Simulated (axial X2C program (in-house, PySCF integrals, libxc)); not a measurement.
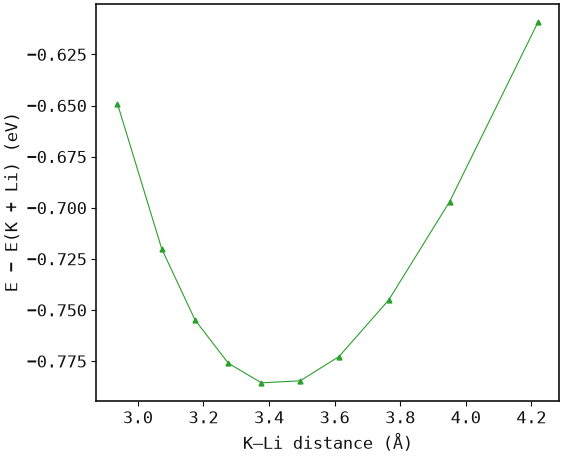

Energy at 10 bond lengths, for one set of occupations held fixed; the line joins the points. A polynomial of degree 6 through 9 points gives rₑ = 3.425 Å, ωₑ = 199.9 cm⁻¹, ωₑxₑ = 1.0 cm⁻¹ and Bₑ = 0.2417 cm⁻¹. The minimum lies 0.79 eV below K + Li, each computed as one determinant at the same level.

# Relativistic diatomic calculation for KLi

- system: KLi, single determinant with M_S = 0 and |Λ| = 0.
- method: TPSSh, spin-free X2C-1e, K dyall-cv3z, Li dyall-cv3z (cores contracted) (axial X2C program (in-house, PySCF integrals, libxc))

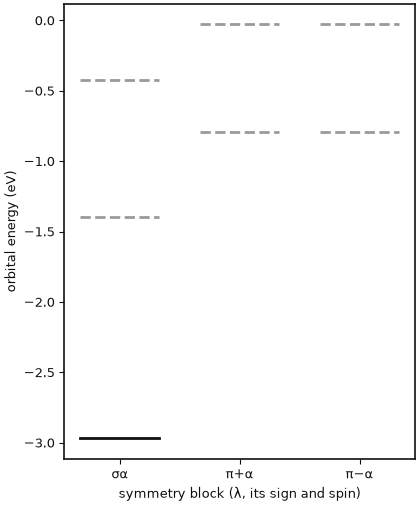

Orbital energies near the frontier at 3.38 Å, filled (solid) and empty (dashed); a label such as π−α means λ = −1 and α spin, and the β levels equal the α ones. The highest filled orbital (σα; 48 % Li s, 39 % K s) lies at −2.97 eV, the lowest empty one (σα; 34 % K p, 27 % K s) at −1.40 eV.

These pictures come from the run below.

### Input file
```
{"zs": [19, 3], "q": 0, "bas": ["dyall-cv3z", "dyall-cv3z"], "levels": ["PBE0", "HF", "TPSSh"], "cc": true, "r0": 3.29, "thr": -2.0, "nmax": 90, "npts": 10, "nst": 2, "ntry": 6}
```

The line is the task of a batch: nuclear charges, charge, bases, the levels to run, a first guess of the distance and further settings. This report covers TPSSh without spin-orbit coupling. The log is that of the reference distance 3.377 Å.

The run was one of a batch that the task file lists, launched with:
```bash
python <driver script> task.json out
```

### Log
```
spin-free X2C-1e  TPSSh
basis functions 139  fitting functions 552  grid points 5091
iter        total energy     max residual
   1       -609.762416046     2.03e-02
   2       -609.762966738     1.50e-03
   3       -609.762950335     7.51e-04
   4       -609.763030007     3.12e-04
   5       -609.763032400     5.17e-05
   6       -609.763032801     6.04e-06
   7       -609.763032802     2.12e-06
converged
one-electron -854.98715807  Coulomb 271.81136877  exact exchange -3.46465677  xc functional -32.05450887  nuclear repulsion 8.93192213
```

### The points of the curve

| R (Å) | E (hartree) | dipole (D; origin at the first atom, positive when the second is positive) | highest filled (eV) | lowest empty (eV) |
| --- | --- | --- | --- | --- |
| 2.938 | −609.758019 | −3.50 | −3.07 | −1.30 |
| 3.073 | −609.760628 | −3.60 | −3.04 | −1.32 |
| 3.174 | −609.761902 | −3.67 | −3.01 | −1.35 |
| 3.276 | −609.762679 | −3.76 | −2.99 | −1.37 |
| 3.377 | −609.763033 | −3.84 | −2.97 | −1.40 |
| 3.495 | −609.762996 | −3.94 | −2.94 | −1.43 |
| 3.613 | −609.762562 | −4.05 | −2.92 | −1.47 |
| 3.765 | −609.761542 | −4.18 | −2.90 | −1.51 |
| 3.951 | −609.759774 | −4.34 | −2.87 | −1.57 |
| 4.221 | −609.756542 | −4.56 | −2.83 | −1.65 |

### Summary

- outcome: converged
- bond length rₑ: 3.425 Å
- ωₑ: 199.9 cm⁻¹
- energy at the minimum: −609.76307 hartree
- depth below the fragments: 0.79 eV
- hardware: 1 thread of Intel Xeon (Sapphire Rapids), 10 GiB of memory available, shared host
- wall time: 4.5 s
